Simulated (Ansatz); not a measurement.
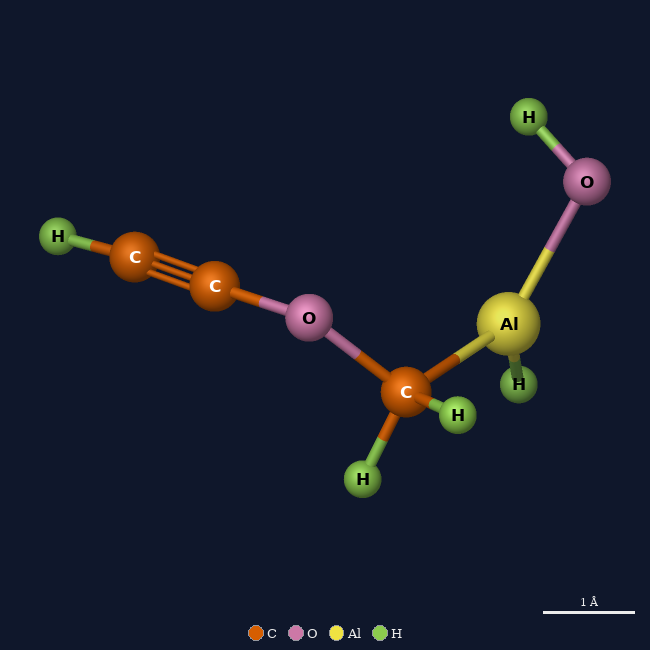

The picture shows the input geometry.

The calculation was set up as follows.

```yaml
crystal:
  periodic: [false, false, false]
  atoms:
    - {symbol: C, position_ang: [-1.334800, 1.421600, 1.856800]}
    - {symbol: C, position_ang: [-1.150500, 0.397300, 1.334300]}
    - {symbol: O, position_ang: [-0.910100, -0.810100, 0.742000]}
    - {symbol: C, position_ang: [-0.585600, -0.924800, -0.648200]}
    - {symbol: Al, position_ang: [1.107700, -0.164500, -1.205800]}
    - {symbol: O, position_ang: [2.652400, -0.761000, -0.422900]}
    - {symbol: H, position_ang: [-1.563900, 2.405200, 2.296200]}
    - {symbol: H, position_ang: [-1.446400, -0.431900, -1.214100]}
    - {symbol: H, position_ang: [-0.634800, -1.995700, -0.866700]}
    - {symbol: H, position_ang: [1.165000, 1.013100, -2.250400]}
    - {symbol: H, position_ang: [2.766300, -0.206300, 0.399500]}
basis:
  gaussian: {orbitals: def2-SVP}
hamiltonian: {xc: pbe, dispersion: d4}
relax: {f_tol: 0.03, max_steps: 200}
```

What the program printed (its end):

```
mean field -13862.16524464 eV, -509.4251766276 hartree, gradient 2.0e-5 eV, S^2 0.000000; 1 other end points of the search recorded, 0 dependent functions left out
the calculation of the forces begins
reference -13862.16528445 eV, -509.4251780904 hartree; 26, 26 occupied and 87, 87 virtual orbitals, 1243 factors
Total energy: -13862.40537538 eV, -509.4340012695 hartree
Atom 0 at    -0.576301     1.321275     1.232057 Å, force    -0.005531    -0.004743    -0.001388 eV/Å
Atom 1 at    -1.186839     0.272799     0.970255 Å, force     0.000489    -0.003770     0.003409 eV/Å
Atom 2 at    -1.601564    -0.847407     0.506872 Å, force    -0.002029     0.005357    -0.000633 eV/Å
Atom 3 at    -0.693167    -1.132681    -0.683094 Å, force     0.003524    -0.000430    -0.004522 eV/Å
Atom 4 at     0.689341     0.391696    -0.574263 Å, force     0.003642     0.001209     0.005326 eV/Å
Atom 5 at     2.274452     0.043481     0.027358 Å, force    -0.013242    -0.008115     0.000708 eV/Å
Atom 6 at    -0.281010     2.288511     1.617878 Å, force     0.006652     0.007776     0.001556 eV/Å
Atom 7 at    -1.363330    -1.137482    -1.567214 Å, force    -0.003513     0.000046    -0.003943 eV/Å
Atom 8 at    -0.335625    -2.169531    -0.519858 Å, force     0.003589    -0.005244     0.002051 eV/Å
Atom 9 at     0.643085     1.622529    -1.583709 Å, force    -0.001460     0.003076    -0.002767 eV/Å
Atom 10 at     2.496258    -0.710290     0.594418 Å, force     0.007879     0.004839     0.000205 eV/Å
Dipole moment:    -0.215368    -0.301421     0.211680 e Å
```
